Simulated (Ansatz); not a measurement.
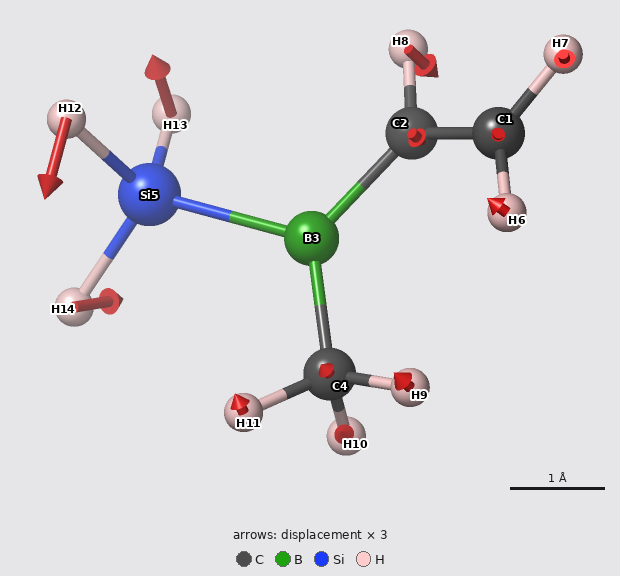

This is a relaxation of C₃H₉BSi. The starting structure is drawn; red arrows show the displacements, 3 times their true length. The two geometries are superimposed by the best rigid fit.

Style: ball-and-stick. Shown at a tilt.

The start comes from PBE-D4/def2-SVP.

Computed with RKS PBE0-D4/def2-TZVP (Ansatz 0.2.0).

Input file:
```yaml
crystal:
  periodic: [false, false, false]
  atoms:
    - {symbol: C, position_ang: [-1.693007, 1.211314, 1.124653]}
    - {symbol: C, position_ang: [-0.970542, 0.070894, 0.993305]}
    - {symbol: B, position_ang: [0.072283, -0.137801, -0.145780]}
    - {symbol: C, position_ang: [0.018056, 0.642131, -1.508986]}
    - {symbol: Si, position_ang: [1.579946, -1.470632, 0.183783]}
    - {symbol: H, position_ang: [-1.632329, 2.019270, 0.374391]}
    - {symbol: H, position_ang: [-2.352491, 1.404303, 1.988992]}
    - {symbol: H, position_ang: [-1.071328, -0.677750, 1.801960]}
    - {symbol: H, position_ang: [-0.693689, 1.491170, -1.557598]}
    - {symbol: H, position_ang: [-0.310484, -0.099154, -2.276318]}
    - {symbol: H, position_ang: [1.016483, 0.975787, -1.861321]}
    - {symbol: H, position_ang: [2.610942, -0.840035, 1.094776]}
    - {symbol: H, position_ang: [1.104465, -2.722169, 0.885217]}
    - {symbol: H, position_ang: [2.308893, -1.896627, -1.068173]}
basis:
  gaussian: {orbitals: def2-TZVP}
hamiltonian: {xc: pbe0, dispersion: d4}
relax: {f_tol: 0.005, max_steps: 150}
```

Launched with:
```bash
ansatz run in.yaml --threads 4 --pin off --events-out ev --progress --plain --max-ram 10444MiB
```

Which element moves most?

Hydrogen: up to 0.31 Å, against 0.09 Å for carbon.

Describe the change and its energy.

Over 16 accepted moves (17 points after the start) the energy falls by 0.054 eV. Largest force component: 0.48 eV/Å at the start, 0.0045 eV/Å at the end. The line search rejected the trial step at point 3 of the run. The forces were under the threshold at step 15, but the run went on from there. The atom that moves furthest after the best rigid fit is H12 (0.31 Å). By element the largest moves are H 0.31 Å, C 0.09 Å, B 0.02 Å, Si 0.01 Å. Some distances before and after: C1–C2 1.356 → 1.337 Å, Si5–H12 1.513 → 1.495 Å, C1–H6 1.104 → 1.086 Å, C2–H8 1.107 → 1.089 Å. The run took 63 s on 4 threads of Arm Neoverse V1, with other jobs on the host.
